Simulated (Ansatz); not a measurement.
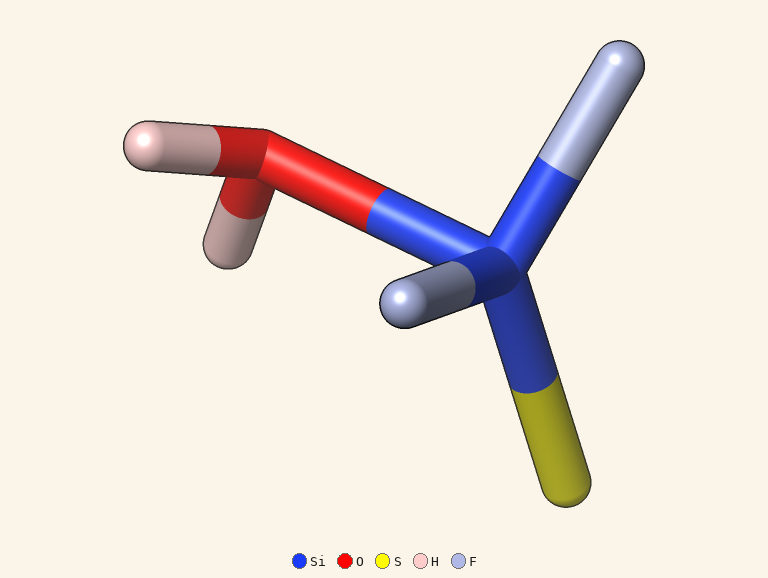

The geometry was computed by an optimisation with PBE0-D4/def2-TZVP.

Give the formula.

Answer. F2H2OSSi, 7 atoms: 2 fluorine, 2 hydrogen, 1 oxygen, 1 sulfur and 1 silicon.

How many atoms are distinct by symmetry?

Answer. 7: 1 Si, 1 O, 1 S, 1 H, 1 F, 1 F, 1 H.

Give the symmetry (Schoenflies symbol).

Answer. C1.

More results for the same structure follow; atom numbers are the same in all pictures, views and colours differ.

## Electronic properties

Level of theory: RKS PBE0-D4/def2-TZVPP (Ansatz 0.2.0).

What is the LUMO energy (Kohn–Sham orbital)?

Answer. −0.90 eV.

Give the dispersion correction at this level.

Answer. −13.9 kJ/mol.

What is the HOMO energy (Kohn–Sham orbital)?

Answer. −7.00 eV.

## Vibrations

Harmonic vibrations computed with RKS PBE0-D4/def2-TZVP (Ansatz 0.2.0) at a stationary point of the same level.

List the wavenumbers.

Answer. 15 modes: 170, 188, 234, 266, 327, 334, 455, 586, 631, 761, 938, 976, 1587, 3682, 3813 cm⁻¹.

## Charges

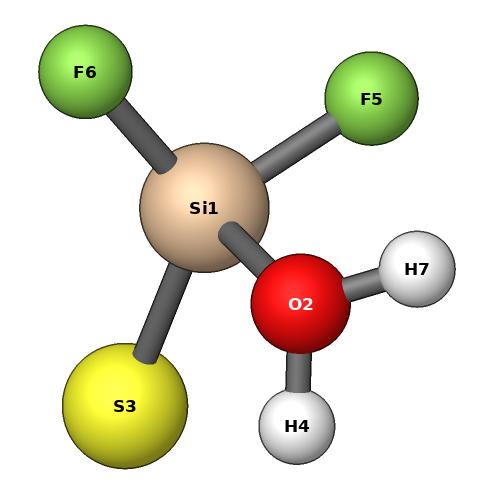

The questions are on Mulliken charges. Level of theory: RKS PBE0-D4/def2-TZVP (Ansatz 0.2.0).

List the Mulliken charges.

| atom | value (e) |
| --- | --- |
| Si1 | 0.68 |
| O2 | −0.42 |
| S3 | −0.44 |
| H4 | 0.38 |
| F5 | −0.30 |
| F6 | −0.28 |
| H7 | 0.38 |

## Dipole moment

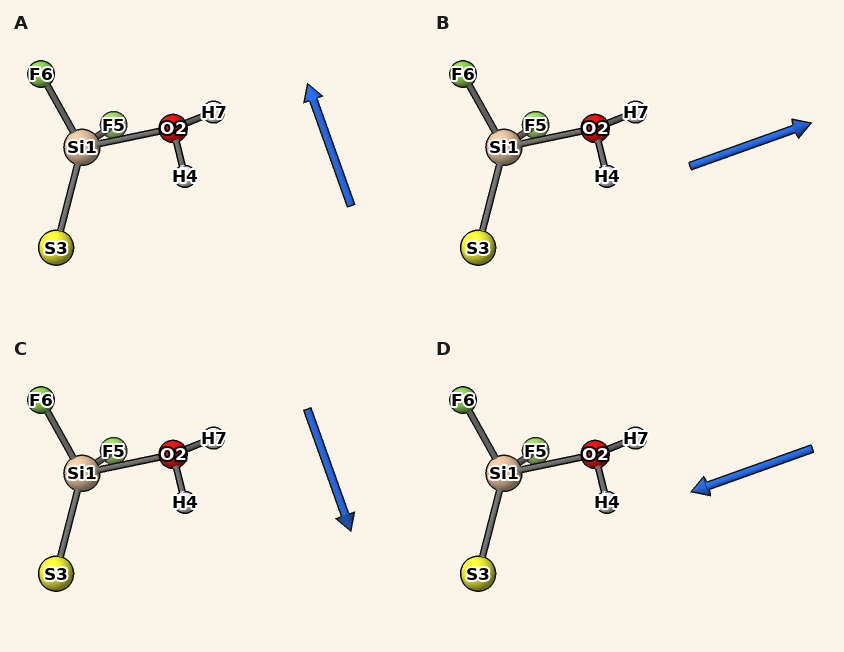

The same molecule four times, each with an arrow. Method: RKS PBE0-D4/def2-TZVP (Ansatz 0.2.0).

Which arrow points along the dipole moment, from the negative to the positive end?

Answer. B. The dipole moment is 5.75 D; it points from the side of S3 to the side of H7 (the outermost atoms at the two ends).

Mulliken values depend strongly on the basis set and can even reverse the polarity of a bond.
